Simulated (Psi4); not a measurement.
**Frequency calculation of P4 (part 1 of 2)**

System: P4, SMILES p12p3p1p23.
Method: HF/aug-cc-pVDZ, RHF (Psi4 1.11).

The geometry was optimised with hf/aug-cc-pVDZ.

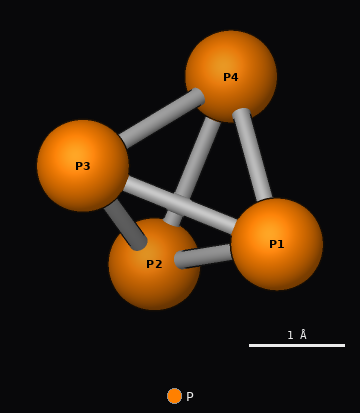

Figure 1. The structure (ball-and-stick view, seen at a tilt; atoms are numbered from 1 in the order of the input). Bond lengths as drawn: P–P 2.20 Å.

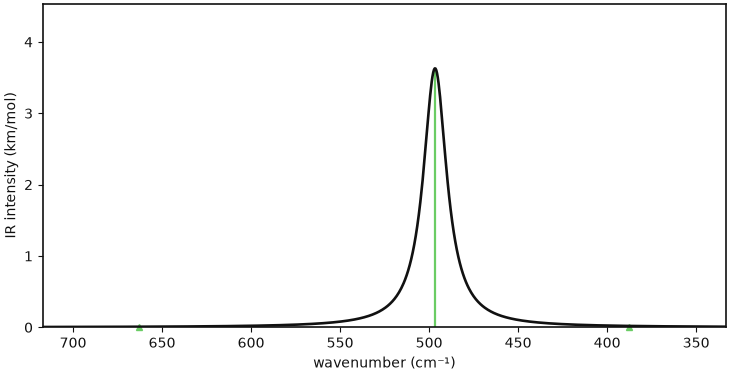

Figure 2. Harmonic infrared spectrum, unscaled: sticks (degenerate modes added up, dark ones marked on the axis) with a Lorentzian envelope of 16 cm⁻¹ full width, scaled to the tallest stick. 6 modes from 387 to 663 cm⁻¹, none imaginary. The strongest line is at 497 cm⁻¹ (3.6 km/mol). All modes, in cm⁻¹ (km/mol): 387 (0.0), 388 (0.0), 496 (1.2), 497 (1.2), 497 (1.2), 663 (0.0).

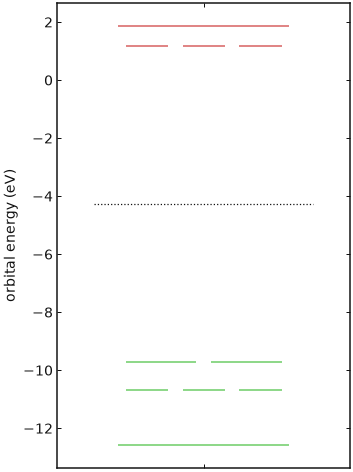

Figure 3. Orbital energies near the frontier; the dotted line parts filled from empty levels, and levels within 0.02 eV of each other stand side by side. Highest filled −9.70 eV, lowest empty 1.17 eV, 10.87 eV apart.

These pictures come from the run below.

### The input (calc.in)
```
memory 1600 mb

molecule geom {
  P     -0.677633    -0.164500     1.158795
  P      1.314014     0.153934     0.267767
  P     -0.167040    -1.108267    -0.767001
  P     -0.465629     1.073213    -0.653482
}

set basis aug-cc-pVDZ
set reference rhf
set t 298.15

e_tot = freq('scf')
```

Launch command:
```bash
psi4 -n 1 calc.in calc.out
```

### Log
```
Psi4 1.11 release

  Memory set to   1.490 GiB by Python driver.

gradient() will perform analytic gradient computation.

   => Loading Basis Set <=

    Name: AUG-CC-PVDZ
    Role: ORBITAL
    Keyword: BASIS

         ---------------------------------------------------------
                                   SCF
                              RHF Reference
                        1 Threads,   1525 MiB Core
         ---------------------------------------------------------

  ==> Geometry <==

    Molecular point group: c1
    Full point group: C1

    Geometry (in Angstrom), charge = 0, multiplicity = 1:

       Center              X                  Y                   Z               Mass
    ------------   -----------------  -----------------  -----------------  -----------------
         P           -0.678561000000    -0.153095000000     1.157275250000    30.973761998420
         P            1.313086000000     0.165339000000     0.266247250000    30.973761998420
         P           -0.167968000000    -1.096862000000    -0.768520750000    30.973761998420
         P           -0.466557000000     1.084618000000    -0.655001750000    30.973761998420

  Running in c1 symmetry.

  Rotational constants: A =      0.11200  B =      0.11199  C =      0.11194 [cm^-1]
  Rotational constants: A =   3357.78550  B =   3357.32343  C =   3355.84613 [MHz]
  Nuclear repulsion =  324.039522175974128

  Charge       = 0
  Multiplicity = 1
  Electrons    = 60
  Nalpha       = 30
  Nbeta        = 30

  ==> Algorithm <==

  SCF Algorithm Type is DF.
  DIIS enabled.
  MOM disabled.
  Fractional occupation disabled.
  Guess Type is SAD.
  Energy threshold   = 1.00e-08
  Density threshold  = 1.00e-08
  Integral threshold = 1.00e-12

  ==> Primary Basis <==

  Basis Set: AUG-CC-PVDZ
    Blend: AUG-CC-PVDZ
    Number of shells: 44
    Number of basis functions: 108
    Number of Cartesian functions: 116
    Spherical Harmonics?: true
    Max angular momentum: 2

   => Loading Basis Set <=

    Name: (AUG-CC-PVDZ AUX)
    Role: JKFIT
    Keyword: DF_BASIS_SCF

  ==> Integral Setup <==

  DFHelper Memory: AOs need 0.048 GiB; user supplied 1.118 GiB.
  SCF_SUBTYPE=INCORE selected. In-core MEM_DF algorithm will be used.
  Using in-core AOs.

  ==> MemDFJK: Density-Fitted J/K Matrices <==

    J tasked:                   Yes
    K tasked:                   Yes
    wK tasked:                   No
    Memory [MiB]:              1144
    Algorithm:                 Core
    Schwarz Cutoff:           1E-12
    Mask sparsity (%):       0.0000
    Fitting Condition:        1E-10

   => Auxiliary Basis Set <=

  Basis Set: (AUG-CC-PVDZ AUX)
    Blend: AUG-CC-PVDZ-JKFIT
    Number of shells: 160
    Number of basis functions: 512
    Number of Cartesian functions: 600
    Spherical Harmonics?: true
    Max angular momentum: 3

  Minimum eigenvalue in the overlap matrix is 8.7000451310E-04.
  Reciprocal condition number of the overlap matrix is 1.1334633456E-04.
    Using symmetric orthogonalization.

  ==> Pre-Iterations <==

  SCF Guess: Superposition of Atomic Densities via on-the-fly atomic UHF (no occupation information).

   -------------------------
    Irrep   Nso     Nmo
   -------------------------
     A        108     108
   -------------------------
    Total     108     108
   -------------------------

  ==> Iterations <==

                           Total Energy        Delta E     RMS |[F,P]|

   @DF-RHF iter SAD: -1363.04968691077829   -1.36305e+03   0.00000e+00
   @DF-RHF iter   1: -1362.97850451564568    7.11824e-02   1.03922e-03 ADIIS/DIIS
   @DF-RHF iter   2: -1362.99164816248754   -1.31436e-02   2.78088e-04 ADIIS/DIIS
   @DF-RHF iter   3: -1362.99344321972058   -1.79506e-03   9.76386e-05 DIIS
   @DF-RHF iter   4: -1362.99375524236370   -3.12023e-04   3.09368e-05 DIIS
   @DF-RHF iter   5: -1362.99378388110540   -2.86387e-05   9.40706e-06 DIIS
   @DF-RHF iter   6: -1362.99378512372868   -1.24262e-06   1.33253e-06 DIIS
   @DF-RHF iter   7: -1362.99378515524700   -3.15183e-08   3.98901e-07 DIIS
   @DF-RHF iter   8: -1362.99378515691001   -1.66301e-09   1.23979e-07 DIIS
   @DF-RHF iter   9: -1362.99378515712556   -2.15550e-10   9.06201e-09 DIIS
  Energy and wave function converged.

  ==> Post-Iterations <==

    Orbital Energies [Eh]
    ---------------------

    Doubly Occupied:

       1A    -79.986508     2A    -79.986505     3A    -79.986485
       4A    -79.986471     5A     -7.525944     6A     -7.525665
       7A     -7.525658     8A     -7.525647     9A     -5.418643
      10A     -5.418035    11A     -5.418028    12A     -5.418017
      13A     -5.416828    14A     -5.416826    15A     -5.416773
      16A     -5.416768    17A     -5.416766    18A     -5.416586
      19A     -5.416580    20A     -5.416577    21A     -1.060489
      22A     -0.719793    23A     -0.719717    24A     -0.719590
      25A     -0.462209    26A     -0.392171    27A     -0.392129
      28A     -0.392066    29A     -0.356619    30A     -0.356463

    Virtual:

      31A      0.042867    32A      0.042874    33A      0.042903
      34A      0.068449    35A      0.081063    36A      0.081086
      37A      0.081137    38A      0.103413    39A      0.103415
      40A      0.103439    41A      0.112157    42A      0.112177
      43A      0.151692    44A      0.151699    45A      0.151760
      46A      0.165246    47A      0.166408    48A      0.166420
      49A      0.166440    50A      0.234646    51A      0.234654
      52A      0.234678    53A      0.285379    54A      0.298092
      55A      0.298139    56A      0.298180    57A      0.391651
      58A      0.391657    59A      0.414042    60A      0.414050
      61A      0.414135    62A      0.435908    63A      0.435948
      64A      0.448828    65A      0.448885    66A      0.448919
      67A      0.468168    68A      0.468193    69A      0.468224
      70A      0.511115    71A      0.511139    72A      0.511148
      73A      0.728269    74A      0.778634    75A      0.778663
      76A      0.778739    77A      0.796606    78A      0.813446
      79A      0.813449    80A      0.813450    81A      0.821524
      82A      0.821573    83A      0.892451    84A      0.892463
      85A      0.892583    86A      0.917757    87A      0.917778
      88A      0.961804    89A      0.961862    90A      0.961885
      91A      0.996583    92A      0.996692    93A      0.996755
      94A      1.028877    95A      1.028989    96A      1.048987
      97A      1.049082    98A      1.049189    99A      1.078340
     100A      1.078362   101A      1.078562   102A      1.232896
     103A      1.232978   104A      1.233184   105A      1.493285
     106A      1.875286   107A      1.875328   108A      1.875378

    Final Occupation by Irrep:
              A
    DOCC [    30 ]
    NA   [    30 ]
    NB   [    30 ]

  @DF-RHF Final Energy: -1362.99378515712556

   => Energetics <=

    Nuclear Repulsion Energy =            324.0395221759741275
    One-Electron Energy =               -2532.8135108352153111
    Two-Electron Energy =                 845.7802035021155689
    Total Energy =                      -1362.9937851571257852

Computation Completed

Properties will be evaluated at   0.000000,   0.000000,   0.000000 [a0]

Properties computed using the SCF density matrix

 Multipole Moments:

 ------------------------------------------------------------------------------------
     Multipole            Electronic (a.u.)      Nuclear  (a.u.)        Total (a.u.)
 ------------------------------------------------------------------------------------

 L = 1.  Multiply by 2.5417464519 to convert [e a0] to [Debye]
 Dipole X            :          0.0000803            0.0000000            0.0000803
 Dipole Y            :         -0.0001232            0.0000000           -0.0001232
 Dipole Z            :         -0.0000849           -0.0000000           -0.0000849
 Magnitude           :                                                    0.0001699

 ------------------------------------------------------------------------------------

	total time  =          2 seconds =       0.03 minutes

         ------------------------------------------------------------
                                   SCF GRAD
         ------------------------------------------------------------

  ==> Geometry <==

    Molecular point group: c1
    Full point group: C1

    Geometry (in Angstrom), charge = 0, multiplicity = 1:

       Center              X                  Y                   Z               Mass
    ------------   -----------------  -----------------  -----------------  -----------------
         P           -0.678561000000    -0.153095000000     1.157275250000    30.973761998420
         P            1.313086000000     0.165339000000     0.266247250000    30.973761998420
         P           -0.167968000000    -1.096862000000    -0.768520750000    30.973761998420
         P           -0.466557000000     1.084618000000    -0.655001750000    30.973761998420

  Nuclear repulsion =  324.039522175974128

  ==> Basis Set <==

  Basis Set: AUG-CC-PVDZ
    Blend: AUG-CC-PVDZ
    Number of shells: 44
    Number of basis functions: 108
    Number of Cartesian functions: 116
    Spherical Harmonics?: true
    Max angular momentum: 2

  ==> DFJKGrad: Density-Fitted SCF Gradients <==

    Gradient:                    1
    J tasked:                  Yes
    K tasked:                  Yes
    wK tasked:                  No
    Integrals threads:           1
    Memory [MiB]:             1144
    Schwarz Cutoff:          1E-12
    Fitting Condition:       1E-10

   => Auxiliary Basis Set <=

  Basis Set: (AUG-CC-PVDZ AUX)
    Blend: AUG-CC-PVDZ-JKFIT
    Number of shells: 160
    Number of basis functions: 512
    Number of Cartesian functions: 600
    Spherical Harmonics?: true
    Max angular momentum: 3

  -Total Gradient:
     Atom            X                  Y                   Z
    ------   -----------------  -----------------  -----------------
       1       -0.000089118514    -0.000041828713     0.000039878025
       2       -0.000029280636    -0.000114475103    -0.000130222018
       3        0.000138988017     0.000096713492     0.000120375728
       4       -0.000020588865     0.000059590321    -0.000030031728

	total time  =          2 seconds =       0.03 minutes

  Based on options and gradient (rms=8.67E-05), recommend projecting translations and projecting rotations.
hessian() will perform analytic frequency computation.

   => Loading Basis Set <=

    Name: AUG-CC-PVDZ
    Role: ORBITAL
    Keyword: BASIS

         ---------------------------------------------------------
                                   SCF
                              RHF Reference
                        1 Threads,   1525 MiB Core
         ---------------------------------------------------------

  ==> Geometry <==

    Molecular point group: c1
    Full point group: C1

    Geometry (in Angstrom), charge = 0, multiplicity = 1:

       Center              X                  Y                   Z               Mass
    ------------   -----------------  -----------------  -----------------  -----------------
         P           -0.678561000000    -0.153095000000     1.157275250000    30.973761998420
         P            1.313086000000     0.165339000000     0.266247250000    30.973761998420
         P           -0.167968000000    -1.096862000000    -0.768520750000    30.973761998420
         P           -0.466557000000     1.084618000000    -0.655001750000    30.973761998420

  Running in c1 symmetry.

  Rotational constants: A =      0.11200  B =      0.11199  C =      0.11194 [cm^-1]
  Rotational constants: A =   3357.78550  B =   3357.32343  C =   3355.84613 [MHz]
  Nuclear repulsion =  324.039522175974128

  Charge       = 0
  Multiplicity = 1
  Electrons    = 60
  Nalpha       = 30
  Nbeta        = 30

  ==> Algorithm <==

  SCF Algorithm Type is DF.
  DIIS enabled.
  MOM disabled.
  Fractional occupation disabled.
  Guess Type is SAD.
  Energy threshold   = 1.00e-08
  Density threshold  = 1.00e-08
  Integral threshold = 1.00e-12

  ==> Primary Basis <==

  Basis Set: AUG-CC-PVDZ
    Blend: AUG-CC-PVDZ
    Number of shells: 44
    Number of basis functions: 108
    Number of Cartesian functions: 116
    Spherical Harmonics?: true
    Max angular momentum: 2

   => Loading Basis Set <=

    Name: (AUG-CC-PVDZ AUX)
    Role: JKFIT
    Keyword: DF_BASIS_SCF

  ==> Integral Setup <==

  DFHelper Memory: AOs need 0.048 GiB; user supplied 1.118 GiB.
  SCF_SUBTYPE=INCORE selected. In-core MEM_DF algorithm will be used.
  Using in-core AOs.

  ==> MemDFJK: Density-Fitted J/K Matrices <==

    J tasked:                   Yes
    K tasked:                   Yes
    wK tasked:                   No
    Memory [MiB]:              1144
    Algorithm:                 Core
    Schwarz Cutoff:           1E-12
    Mask sparsity (%):       0.0000
    Fitting Condition:        1E-10

   => Auxiliary Basis Set <=

  Basis Set: (AUG-CC-PVDZ AUX)
    Blend: AUG-CC-PVDZ-JKFIT
    Number of shells: 160
    Number of basis functions: 512
    Number of Cartesian functions: 600
    Spherical Harmonics?: true
    Max angular momentum: 3

  Minimum eigenvalue in the overlap matrix is 8.7000451310E-04.
  Reciprocal condition number of the overlap matrix is 1.1334633456E-04.
    Using symmetric orthogonalization.

  ==> Pre-Iterations <==

  SCF Guess: Superposition of Atomic Densities via on-the-fly atomic UHF (no occupation information).

   -------------------------
    Irrep   Nso     Nmo
   -------------------------
     A        108     108
   -------------------------
    Total     108     108
   -------------------------

  ==> Iterations <==

                           Total Energy        Delta E     RMS |[F,P]|

   @DF-RHF iter SAD: -1363.04968691077875   -1.36305e+03   0.00000e+00
   @DF-RHF iter   1: -1362.97850451564773    7.11824e-02   1.03922e-03 ADIIS/DIIS
   @DF-RHF iter   2: -1362.99164816249026   -1.31436e-02   2.78088e-04 ADIIS/DIIS
   @DF-RHF iter   3: -1362.99344321972399   -1.79506e-03   9.76386e-05 DIIS
   @DF-RHF iter   4: -1362.99375524236780   -3.12023e-04   3.09368e-05 DIIS
   @DF-RHF iter   5: -1362.99378388110858   -2.86387e-05   9.40706e-06 DIIS
   @DF-RHF iter   6: -1362.99378512373210   -1.24262e-06   1.33253e-06 DIIS
   @DF-RHF iter   7: -1362.99378515524972   -3.15176e-08   3.98901e-07 DIIS
   @DF-RHF iter   8: -1362.99378515691046   -1.66074e-09   1.23979e-07 DIIS
   @DF-RHF iter   9: -1362.99378515712897   -2.18506e-10   9.06201e-09 DIIS
  Energy and wave function converged.

  ==> Post-Iterations <==

    Orbital Energies [Eh]
    ---------------------

    Doubly Occupied:

       1A    -79.986508     2A    -79.986505     3A    -79.986485
       4A    -79.986471     5A     -7.525944     6A     -7.525665
       7A     -7.525658     8A     -7.525647     9A     -5.418643
      10A     -5.418035    11A     -5.418028    12A     -5.418017
      13A     -5.416828    14A     -5.416826    15A     -5.416773
      16A     -5.416768    17A     -5.416766    18A     -5.416586
      19A     -5.416580    20A     -5.416577    21A     -1.060489
      22A     -0.719793    23A     -0.719717    24A     -0.719590
      25A     -0.462209    26A     -0.392171    27A     -0.392129
      28A     -0.392066    29A     -0.356619    30A     -0.356463

    Virtual:
```
